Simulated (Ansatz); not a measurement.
Input file:

```
crystal:
  lattice:
    - [5.3435850271, 0.0, 0.0]
    - [-2.6717925135, 4.6276803807, 0.0]
    - [0.0, 0.0, 4.8796667046]
  atoms:
    - { symbol: Sc, position: [0.0, 0.6855090313, 0.0] }
    - { symbol: Sc, position: [0.6855090313, 0.0, 0.0] }
    - { symbol: Sc, position: [0.3144909687, 0.3144909687, 0.0] }
    - { symbol: Sc, position: [0.3333333333, 0.6666666667, 0.5] }
    - { symbol: Sc, position: [0.6666666667, 0.3333333333, 0.5] }
    - { symbol: Al, position: [0.0, 0.0, 0.5] }
basis:
  ecutwfc: 420
kpoints:
  mp_grid: { grid: [12, 12, 8] }
hamiltonian:
  xc: pbe
scf:
  occupations: { method: gaussian, width: 0.1 }
output:
  forces: true
  stress: true
  eigenvalues: true
  write_density: true
  write_potential: true
  elf: true
  volumetric_format: npy
relax:
  adjacent_minimum: "off"
  f_tol: 0.01
  max_steps: 30
  cell: { stress_tol: 0.1, fix: [volume] }
```

Run with:

```sh
ansatz run input.yaml --threads 4 --pin off --max-ram 8192MiB --backend cpu --events-out ev --progress --plain --runs-dir out
```

Below, planes, directions and counts refer to the conventional cell (a = 5.34 Å, b = 5.34 Å, c = 4.89 Å, α = 90.00°, β = 90.00°, γ = 120.00°).

The fields are those of the run's last geometry, not of the input's.

Space group P-62m; a structure generated by program, which may or may not match a known phase; changed on purpose from its base cell (volume × 0.88, shape and atoms relaxed); computed pressure about 9 GPa in this cell.

Level of theory: Ansatz 0.2.0, DFT PBE, scalar-relativistic, plane waves, PAW.

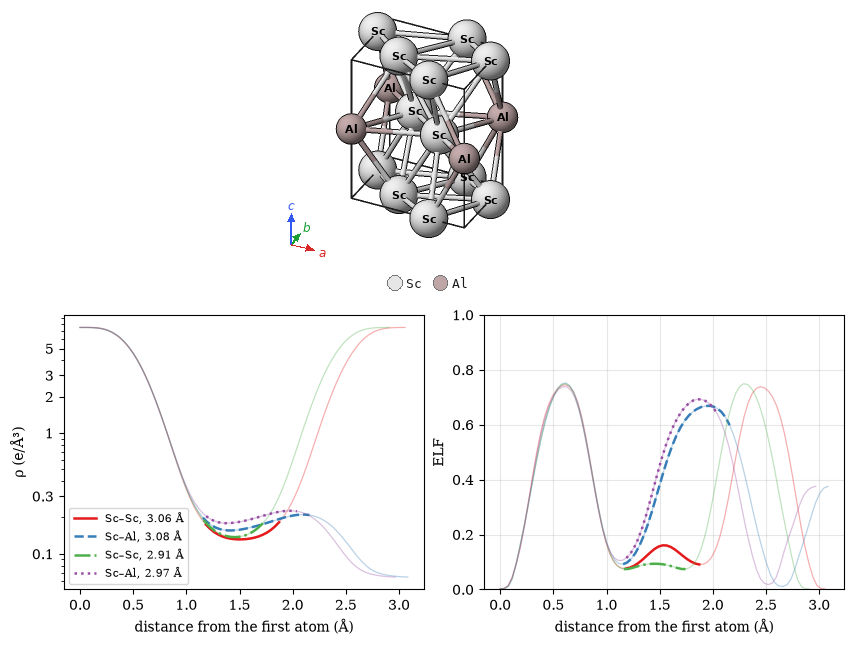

Sc₅Al. Valence pseudo-density and electron localisation function along straight lines between neighbouring atoms. Thin, pale parts lie inside the atomic spheres. The structure is drawn too.

The density is the valence pseudo-density of a PAW calculation; it isn't the true density close to the nuclei.

### Compare the contacts.

Sc–Sc (3.06 Å): ρ at the midpoint is about 0.13 e/Å³; the ELF is about 0.15 at the midpoint: no shared electron pair shows on this line.
Sc–Al (3.08 Å): the density is about 0.16 e/Å³ at the midpoint; the ELF peaks at about 0.65 in the valence shell of Al, 1.1 Å from its nucleus, and is about 0.45 at the midpoint.
Sc–Sc (2.91 Å): the density is about 0.14 e/Å³ at the midpoint; the ELF is about 0.10 at the midpoint (no localised pair shows between them).
Sc–Al (2.97 Å): ρ at the midpoint is about 0.18 e/Å³; the ELF peaks at about 0.70 in the valence shell of Al, 1.1 Å from its nucleus, and is about 0.45 at the midpoint.
